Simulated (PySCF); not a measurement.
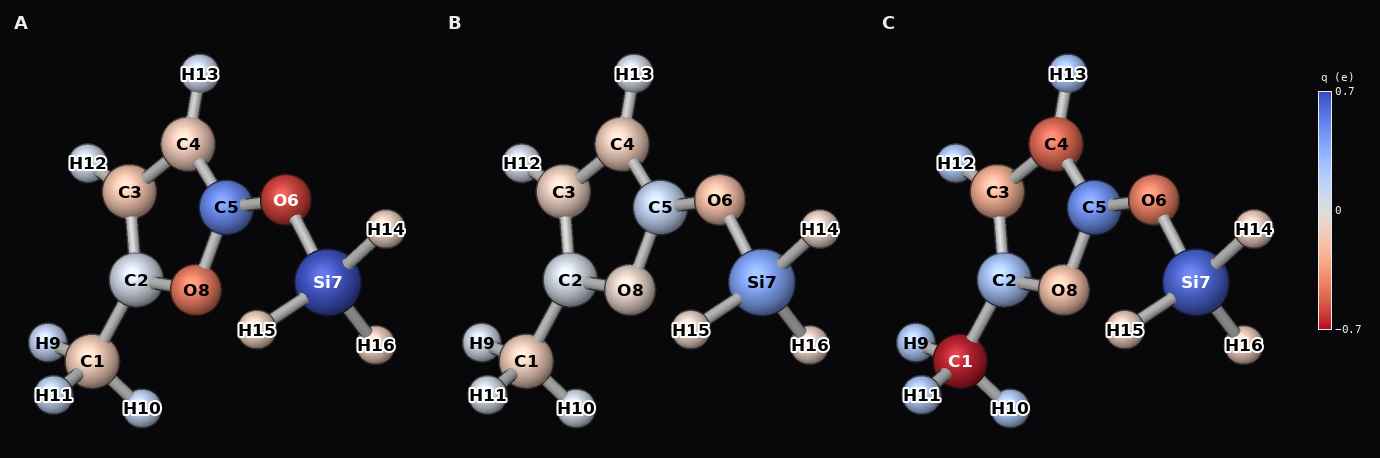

Atomic charges of one calculation by 3 schemes, on one colour scale. The computed structure is the end point of a GFN2-xTB optimisation. No frequency run is at hand to confirm it as a minimum. Method: PBE0/pcSseg-1 (PySCF 2.14.0).

Question: The schemes are ESP-fitted, Hirshfeld, Mulliken. Which panel shows which?

Answer: A Mulliken, B Hirshfeld, C ESP-fitted.

List the charges (e), one line for each set of equivalent atoms. Atoms whose distances differ by more than 0.02 Å in this geometry are listed apart.

| atom | Mulliken | Hirshfeld | ESP-fitted |
| --- | --- | --- | --- |
| C1 | −0.13 | −0.12 | −0.66 |
| C2 | 0.06 | 0.05 | 0.23 |
| C3 | −0.17 | −0.10 | −0.25 |
| C4 | −0.13 | −0.12 | −0.49 |
| C5 | 0.50 | 0.13 | 0.46 |
| O6 | −0.60 | −0.19 | −0.42 |
| Si7 | 0.67 | 0.39 | 0.61 |
| O8 | −0.44 | −0.07 | −0.18 |
| H9 | 0.13 | 0.06 | 0.20 |
| H10 | 0.13 | 0.05 | 0.20 |
| H11 | 0.13 | 0.05 | 0.20 |
| H12 | 0.07 | 0.05 | 0.20 |
| H13 | 0.09 | 0.05 | 0.24 |
| H14 | −0.10 | −0.07 | −0.10 |
| H15 | −0.10 | −0.08 | −0.12 |
| H16 | −0.10 | −0.08 | −0.12 |

The geometry is semi-empirical. Around Si such bond lengths and angles can be off by a tenth of an ångström or more and by several degrees, and values that hang on the shape move with them.
